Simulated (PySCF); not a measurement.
## Run report: CH3F2GaS, energy and gradient calculation

- system: CH3F2GaS, SMILES C[S][Ga]([F])[F]
- method: B3LYP/6-31G*, RKS (PySCF 2.14.0)

The geometry comes from this level: GFN2-xTB. Figures and captions count atoms from 1; the log counts them from 0 in places.

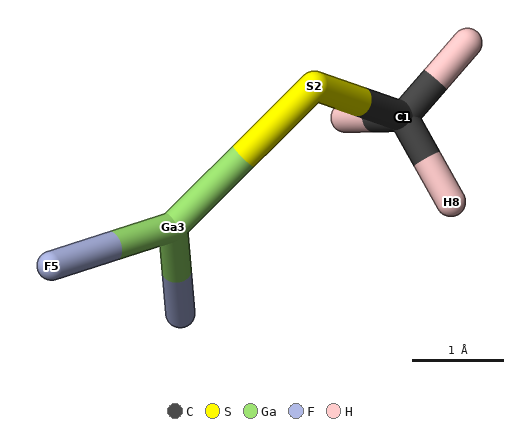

The structure as given in the input (stick view, seen at a tilt; atoms are numbered from 1 in the order of the input). Sticks mark near contacts. Bond lengths as drawn: C–H 1.09 Å, C–S 1.83 Å, F–Ga 1.76 to 1.77 Å and Ga–S 2.23 Å.

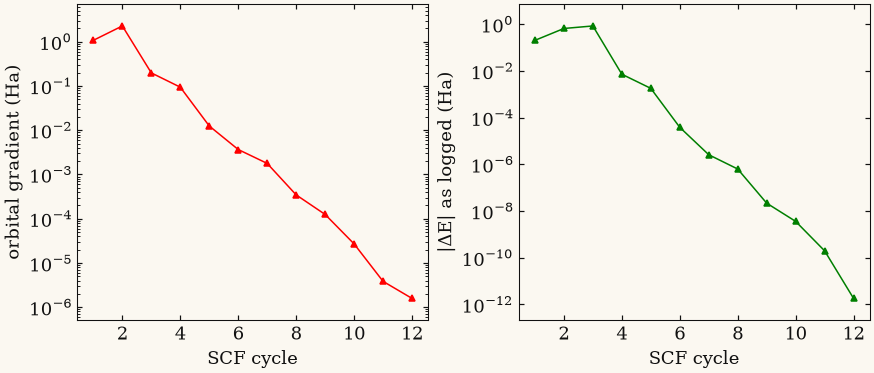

Convergence of the self-consistent field: orbital gradient and size of the energy change against the SCF cycle. The residual comes down, with one marked jump up, by a factor of about 2, at step 2.

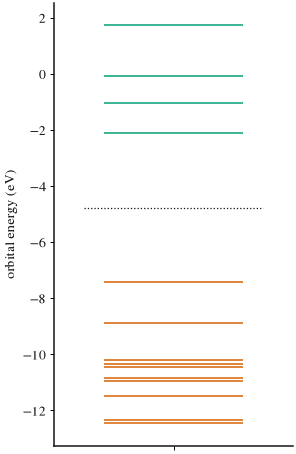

Orbital energies near the frontier; the dotted line parts filled from empty levels, and levels within 0.02 eV of each other stand side by side. Highest filled −7.43 eV, lowest empty −2.11 eV, 5.32 eV apart.

The input that produced these results follows, with the program's output.

**Input (run.py)**
```python
import pyscf.grad
from pyscf import gto, dft

mol = gto.Mole()
mol.atom = '''
C       -0.515000      -0.830210       1.000790
S        0.776180       0.469150       1.075680
Ga       0.728820       1.082390      -1.071210
F       -0.351520       0.174200      -2.145850
F        1.626020       2.355610      -1.885190
H       -0.300760      -1.535270       0.200590
H       -0.468870      -1.336190       1.961000
H       -1.494870      -0.379680       0.864190
'''
mol.basis = '6-31g*'
mol.max_memory = 1860
mol.verbose = 4
mol.build()

mf = dft.RKS(mol)
mf.xc = 'b3lyp'
mf.conv_tol = 1e-10
mf.grids.level = 5
mf.kernel()
if not mf.converged:
    mf = mf.newton().run(mf.mo_coeff, mf.mo_occ)

e_tot = mf.e_tot
print('E = %.10f Eh' % e_tot)
grad = mf.Gradients().kernel()
mf.analyze()
```

Command:
```bash
OMP_NUM_THREADS=1 python run.py
```

**What the program printed**
```
PySCF version 2.14.0

[INPUT] num. atoms = 8
[INPUT] num. electrons = 74
[INPUT] charge = 0
[INPUT] spin (= nelec alpha-beta = 2S) = 0
[INPUT] symmetry False subgroup None
[INPUT] Mole.unit = angstrom
[INPUT] Symbol           X                Y                Z      unit          X                Y                Z       unit  Magmom
[INPUT]  1 C     -0.515000000000  -0.830210000000   1.000790000000 AA   -0.973208954151  -1.568869525875   1.891219008203 Bohr   0.0
[INPUT]  2 S      0.776180000000   0.469150000000   1.075680000000 AA    1.466767623365   0.886565011340   2.032740597672 Bohr   0.0
[INPUT]  3 Ga     0.728820000000   1.082390000000  -1.071210000000 AA    1.377270194106   2.045420659968  -2.024293521895 Bohr   0.0
[INPUT]  4 F     -0.351520000000   0.174200000000  -2.145850000000 AA   -0.664276527307   0.329190290899  -4.055068804398 Bohr   0.0
[INPUT]  5 F      1.626020000000   2.355610000000  -1.885190000000 AA    3.072732473065   4.451457756287  -3.562492792769 Bohr   0.0
[INPUT]  6 H     -0.300760000000  -1.535270000000   0.200590000000 AA   -0.568354029224  -2.901239827261   0.379060163327 Bohr   0.0
[INPUT]  7 H     -0.468870000000  -1.336190000000   1.961000000000 AA   -0.886035888025  -2.525033150383   3.705752930272 Bohr   0.0
[INPUT]  8 H     -1.494870000000  -0.379680000000   0.864190000000 AA   -2.824894891829  -0.717491214975   1.633082419588 Bohr   0.0

nuclear repulsion = 458.330364973501
number of shells = 44
number of NR pGTOs = 239
number of NR cGTOs = 98
basis = 6-31g*
ecp = {}

******** <class 'pyscf.dft.rks.RKS'> ********
method = RKS
initial guess = minao
damping factor = 0
level_shift factor = 0
DIIS = <class 'pyscf.scf.diis.CDIIS'>
diis_start_cycle = 1
diis_space = 8
diis_damp = 0
SCF conv_tol = 1e-10
SCF conv_tol_grad = None
SCF max_cycles = 50
direct_scf = True
direct_scf_tol = 1e-13
XC library pyscf.dft.libxc version 7.0.0
    S. Lehtola, C. Steigemann, M. J.T. Oliveira, and M. A.L. Marques.,  SoftwareX 7, 1–5 (2018)
XC functionals = b3lyp
    P. J. Stephens, F. J. Devlin, C. F. Chabalowski, and M. J. Frisch.,  J. Phys. Chem. 98, 11623 (1994)
radial grids:
    Treutler-Ahlrichs [JCP 102, 346 (1995); DOI:10.1063/1.469408] (M4) radial grids

becke partition: Becke, JCP 88, 2547 (1988); DOI:10.1063/1.454033
pruning grids: <function nwchem_prune>
grids dens level: 5
symmetrized grids: False
atomic radii adjust function: <function treutler_atomic_radii_adjust>
small_rho_cutoff = 0
Set gradient conv threshold to 1e-05
Initial guess from minao.
tot grids = 289680
init E= -2562.11075845192
  HOMO = -0.290010165839922  LUMO = -0.123140397481053  gap/eV = 4.54076
cycle= 1 E= -2562.31642482127  delta_E= -0.206  |g|= 1.08  |ddm|= 2.88
  HOMO = -0.20968554168749  LUMO = -0.0652406820620612  gap/eV = 3.93054
cycle= 2 E= -2561.65128652201  delta_E= 0.665  |g|= 2.28  |ddm|= 2.55
  HOMO = -0.249542284358041  LUMO = -0.0785057844909041  gap/eV = 4.65414
cycle= 3 E= -2562.50421910448  delta_E= -0.853  |g|= 0.198  |ddm|= 1.79
  HOMO = -0.281242943398821  LUMO = -0.0775014114713652  gap/eV = 5.54409
cycle= 4 E= -2562.5115194414  delta_E= -0.0073  |g|= 0.0942  |ddm|= 0.32
  HOMO = -0.27427673641287  LUMO = -0.0784054124941878  gap/eV = 5.32993
cycle= 5 E= -2562.51333036077  delta_E= -0.00181  |g|= 0.0125  |ddm|= 0.104
  HOMO = -0.273237020993327  LUMO = -0.0773600879134131  gap/eV = 5.33008
cycle= 6 E= -2562.51336916999  delta_E= -3.88e-05  |g|= 0.00367  |ddm|= 0.0171
  HOMO = -0.27296124064511  LUMO = -0.0773791622656765  gap/eV = 5.32206
cycle= 7 E= -2562.51337177333  delta_E= -2.6e-06  |g|= 0.00178  |ddm|= 0.00433
  HOMO = -0.272961804007589  LUMO = -0.0774247040875733  gap/eV = 5.32084
cycle= 8 E= -2562.51337240827  delta_E= -6.35e-07  |g|= 0.000346  |ddm|= 0.00162
  HOMO = -0.272973327280755  LUMO = -0.0774208613004084  gap/eV = 5.32125
cycle= 9 E= -2562.51337243017  delta_E= -2.19e-08  |g|= 0.000125  |ddm|= 0.000396
  HOMO = -0.272970311062088  LUMO = -0.0774162628450288  gap/eV = 5.32130
cycle= 10 E= -2562.5133724338  delta_E= -3.63e-09  |g|= 2.7e-05  |ddm|= 0.000138
  HOMO = -0.272972642007589  LUMO = -0.077418314331875  gap/eV = 5.32130
cycle= 11 E= -2562.513372434  delta_E= -1.99e-10  |g|= 3.84e-06  |ddm|= 3.51e-05
  HOMO = -0.272973103851003  LUMO = -0.0774180503407402  gap/eV = 5.32132
cycle= 12 E= -2562.513372434  delta_E= -1.82e-12  |g|= 1.58e-06  |ddm|= 1.06e-05
  HOMO = -0.272972599536601  LUMO = -0.0774180031602767  gap/eV = 5.32131
Extra cycle  E= -2562.51337243401  delta_E= -9.55e-12  |g|= 2.27e-06  |ddm|= 4.65e-06
converged SCF energy = -2562.51337243401
E = -2562.5133724340 Eh

******** <class 'pyscf.grad.rks.Gradients'> for <class 'pyscf.dft.rks.RKS'> ********
unit = Eh/Bohr
grid_response = False
--------------- RKS gradients ---------------
         x                y                z
0 C     0.0005105914     0.0007769123     0.0025242575
1 S    -0.0067534888    -0.0105947140     0.0108746033
2 Ga     0.0032560991     0.0036956611    -0.0006615987
3 F    -0.0056525238    -0.0046781261    -0.0055303702
4 F     0.0024446131     0.0043729547    -0.0044836042
5 H     0.0020266939     0.0023625759     0.0004030966
6 H     0.0011239213     0.0028215116    -0.0031643330
7 H     0.0030526076     0.0012431533     0.0000700167
----------------------------------------------
**** SCF Summaries ****
Total Energy =                       -2562.513372434007579
Nuclear Repulsion Energy =             458.330364973501275
One-electron Energy =                -4479.154042822156043
Two-electron Energy =                 1458.310305414647246
Two-electron Coulomb Energy =         1586.696609046241520
DFT Exchange-Correlation Energy =     -128.386303631594359
HOMO-LUMO gap [eV] =                     5.321311609981442
**** MO energy ****
MO #1   energy= -372.60506590661   occ= 2
MO #2   energy= -88.8867724817069  occ= 2
MO #3   energy= -45.9956939284318  occ= 2
MO #4   energy= -40.7534719134856  occ= 2
MO #5   energy= -40.7492453814592  occ= 2
MO #6   energy= -40.7488117074561  occ= 2
MO #7   energy= -24.6677322368544  occ= 2
MO #8   energy= -24.6603850695549  occ= 2
MO #9   energy= -10.2275579807039  occ= 2
MO #10  energy= -7.96296794529564  occ= 2
MO #11  energy= -5.92642512770547  occ= 2
MO #12  energy= -5.92338131348122  occ= 2
MO #13  energy= -5.91785095747946  occ= 2
MO #14  energy= -5.57262983763965  occ= 2
MO #15  energy= -3.86057791720426  occ= 2
MO #16  energy= -3.85182988779043  occ= 2
MO #17  energy= -3.85138002245163  occ= 2
MO #18  energy= -1.14065163449102  occ= 2
MO #19  energy= -1.13150038435813  occ= 2
MO #20  energy= -0.891697118123832 occ= 2
MO #21  energy= -0.889274161254639 occ= 2
MO #22  energy= -0.888980366950002 occ= 2
MO #23  energy= -0.883983162593607 occ= 2
MO #24  energy= -0.877787934894876 occ= 2
MO #25  energy= -0.795581777610344 occ= 2
MO #26  energy= -0.653644685722849 occ= 2
MO #27  energy= -0.490954730175519 occ= 2
MO #28  energy= -0.458041514157239 occ= 2
MO #29  energy= -0.453831426152466 occ= 2
MO #30  energy= -0.422578913174526 occ= 2
MO #31  energy= -0.402090837239114 occ= 2
MO #32  energy= -0.399163538511672 occ= 2
MO #33  energy= -0.383812545417018 occ= 2
MO #34  energy= -0.379997546890525 occ= 2
MO #35  energy= -0.375395293888731 occ= 2
MO #36  energy= -0.326381145870513 occ= 2
MO #37  energy= -0.272972599536601 occ= 2
MO #38  energy= -0.0774180031602767 occ= 0
MO #39  energy= -0.0381188878272334 occ= 0
MO #40  energy= -0.00312246422559603 occ= 0
MO #41  energy= 0.0635955580591632 occ= 0
MO #42  energy= 0.0752718542731969 occ= 0
MO #43  energy= 0.0921910109145441 occ= 0
MO #44  energy= 0.118018269908059  occ= 0
MO #45  energy= 0.120777948029007  occ= 0
MO #46  energy= 0.151681908003503  occ= 0
MO #47  energy= 0.157569583012486  occ= 0
MO #48  energy= 0.213609247745829  occ= 0
MO #49  energy= 0.225125403563133  occ= 0
MO #50  energy= 0.327202272084757  occ= 0
MO #51  energy= 0.359828193456556  occ= 0
MO #52  energy= 0.384753763266101  occ= 0
MO #53  energy= 0.407716832313399  occ= 0
MO #54  energy= 0.426340881380179  occ= 0
MO #55  energy= 0.458741675336348  occ= 0
MO #56  energy= 0.491433941031248  occ= 0
MO #57  energy= 0.529721892059319  occ= 0
MO #58  energy= 0.53198915123727   occ= 0
MO #59  energy= 0.577118681253288  occ= 0
MO #60  energy= 0.665577071376161  occ= 0
MO #61  energy= 0.75416052691312   occ= 0
MO #62  energy= 0.838435288640731  occ= 0
MO #63  energy= 0.851622070551899  occ= 0
MO #64  energy= 0.859601962056158  occ= 0
MO #65  energy= 0.880002947546529  occ= 0
MO #66  energy= 0.897023332940524  occ= 0
MO #67  energy= 0.927804533579666  occ= 0
MO #68  energy= 0.988009049034317  occ= 0
MO #69  energy= 1.079924447069     occ= 0
MO #70  energy= 1.24085602652178   occ= 0
MO #71  energy= 1.27040055296797   occ= 0
MO #72  energy= 1.28107598695537   occ= 0
MO #73  energy= 1.31032319140405   occ= 0
MO #74  energy= 1.33608867410606   occ= 0
MO #75  energy= 1.37125986226185   occ= 0
MO #76  energy= 1.39321974580693   occ= 0
MO #77  energy= 1.67068727319737   occ= 0
MO #78  energy= 1.68595925690544   occ= 0
MO #79  energy= 1.75344463241978   occ= 0
MO #80  energy= 1.77275938996024   occ= 0
MO #81  energy= 1.83330569800223   occ= 0
MO #82  energy= 1.84795003459944   occ= 0
MO #83  energy= 1.85676174842895   occ= 0
MO #84  energy= 1.87254656814485   occ= 0
MO #85  energy= 1.88545991785437   occ= 0
MO #86  energy= 1.97172393815447   occ= 0
MO #87  energy= 1.9743829056402    occ= 0
MO #88  energy= 2.12203640497768   occ= 0
MO #89  energy= 2.19432667479008   occ= 0
MO #90  energy= 2.20624342448645   occ= 0
MO #91  energy= 2.22168902350149   occ= 0
MO #92  energy= 2.23997811539163   occ= 0
MO #93  energy= 2.33224179287489   occ= 0
MO #94  energy= 2.80994116456354   occ= 0
MO #95  energy= 2.83390674461966   occ= 0
MO #96  energy= 2.96435903692227   occ= 0
MO #97  energy= 3.07457942630696   occ= 0
MO #98  energy= 3.21577273930442   occ= 0
 ** Mulliken pop on meta-lowdin orthogonal AOs  **
 ** Mulliken pop  **
pop of  0 C 1s            1.99988
pop of  0 C 2s            1.05891
pop of  0 C 3s            0.00193
pop of  0 C 2px           1.05681
pop of  0 C 2py           1.05223
pop of  0 C 2pz           1.15564
pop of  0 C 3px           0.00327
pop of  0 C 3py           0.00314
pop of  0 C 3pz           0.00357
pop of  0 C 3dxy          0.00216
pop of  0 C 3dyz          0.00193
pop of  0 C 3dz^2         0.00192
pop of  0 C 3dxz          0.00043
pop of  0 C 3dx2-y2       0.00109
pop of  1 S 1s            2.00000
pop of  1 S 2s            1.99984
pop of  1 S 3s            1.72303
pop of  1 S 4s            0.00561
pop of  1 S 2px           1.99990
pop of  1 S 2py           1.99989
pop of  1 S 2pz           1.99988
pop of  1 S 3px           1.49763
pop of  1 S 3py           1.42899
pop of  1 S 3pz           1.40821
pop of  1 S 4px           0.00498
pop of  1 S 4py           0.00667
pop of  1 S 4pz           0.00432
pop of  1 S 3dxy          0.00563
pop of  1 S 3dyz          0.00273
pop of  1 S 3dz^2         0.00691
pop of  1 S 3dxz          0.00182
pop of  1 S 3dx2-y2       0.00115
pop of  2 Ga 1s           1.99999
pop of  2 Ga 2s           1.99989
pop of  2 Ga 3s           1.99527
pop of  2 Ga 4s           0.86381
pop of  2 Ga 5s           0.01572
pop of  2 Ga 2px          2.00000
pop of  2 Ga 2py          2.00000
pop of  2 Ga 2pz          2.00000
pop of  2 Ga 3px          1.99994
pop of  2 Ga 3py          1.99994
pop of  2 Ga 3pz          1.99996
pop of  2 Ga 4px          0.32713
pop of  2 Ga 4py          0.34069
pop of  2 Ga 4pz          0.47881
pop of  2 Ga 5px          0.01152
pop of  2 Ga 5py          0.01422
pop of  2 Ga 5pz          0.02385
pop of  2 Ga 3dxy         1.99698
pop of  2 Ga 3dyz         1.99798
pop of  2 Ga 3dz^2        1.99857
pop of  2 Ga 3dxz         1.99830
pop of  2 Ga 3dx2-y2      1.99927
pop of  2 Ga 4dxy         0.00206
pop of  2 Ga 4dyz         0.00362
pop of  2 Ga 4dz^2        0.00593
pop of  2 Ga 4dxz         0.00316
pop of  2 Ga 4dx2-y2      0.00521
pop of  2 Ga 5dxy         0.00094
pop of  2 Ga 5dyz         0.00217
pop of  2 Ga 5dz^2        0.00292
pop of  2 Ga 5dxz         0.00187
pop of  2 Ga 5dx2-y2      0.00332
pop of  3 F 1s            1.99997
pop of  3 F 2s            1.86351
pop of  3 F 3s            0.00214
pop of  3 F 2px           1.84161
pop of  3 F 2py           1.86465
pop of  3 F 2pz           1.85793
pop of  3 F 3px           0.00054
pop of  3 F 3py           0.00045
pop of  3 F 3pz           0.00077
pop of  3 F 3dxy          0.00116
pop of  3 F 3dyz          0.00127
pop of  3 F 3dz^2         0.00088
pop of  3 F 3dxz          0.00156
pop of  3 F 3dx2-y2       0.00079
pop of  4 F 1s            1.99997
pop of  4 F 2s            1.85719
pop of  4 F 3s            0.00176
pop of  4 F 2px           1.86121
pop of  4 F 2py           1.81362
pop of  4 F 2pz           1.87567
pop of  4 F 3px           0.00041
pop of  4 F 3py           0.00057
pop of  4 F 3pz           0.00052
pop of  4 F 3dxy          0.00164
pop of  4 F 3dyz          0.00154
pop of  4 F 3dz^2         0.00080
pop of  4 F 3dxz          0.00095
pop of  4 F 3dx2-y2       0.00116
pop of  5 H 1s            0.86165
pop of  5 H 2s            0.00895
pop of  6 H 1s            0.85916
pop of  6 H 2s            0.00858
pop of  7 H 1s            0.86573
pop of  7 H 2s            0.00855
 ** Mulliken atomic charges  **
charge of    0C =     -0.34292
charge of    1S =     -0.09718
charge of    2Ga =      0.90696
charge of    3F =     -0.43723
charge of    4F =     -0.41700
charge of    5H =      0.12939
charge of    6H =      0.13225
charge of    7H =      0.12573
Dipole moment(X, Y, Z, Debye): -0.94833, -1.59728,  2.13389
```

**Summary**

```csv
quantity,value
outcome,converged
total energy,−2562.513372 hartree
basis functions,98
largest force,0.854 eV/Å
HOMO,−7.43 eV
LUMO,−2.11 eV
dipole moment,2.83 D
hardware,"1 thread of Intel Xeon @ 2.70GHz, 189 GiB of memory available, shared host"
wall time,59 s
peak memory,0.97 GiB
```
